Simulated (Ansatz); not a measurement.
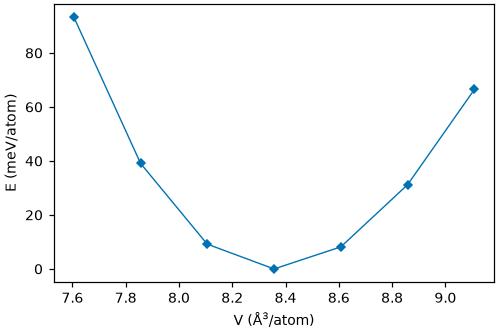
Fig. 1. MoN2 in space group P4/mbm (No. 127; Mo on 2a, N on 4h) under volume change, the program Ansatz at the PBEsol level (PAW), shape and atoms relaxed at each volume.

### Question
What does a third-order Birch–Murnaghan fit give for V₀, B₀ and B′?

### Answer
V₀ = 8.36 Å³/atom, B₀ = 370 GPa, B′ = 4.6.

The first step of the workflow began from a Materials Project structure, measured or hypothetical; the Crystallography Open Database copy checked does not list it. Whether it is the stable phase at ambient conditions was not checked. The PBEsol relaxation kept the symmetry of its start; whether a distortion lowers the energy is not shown. No spin polarisation was allowed.

Potentials: the later of the program's two PAW sets.
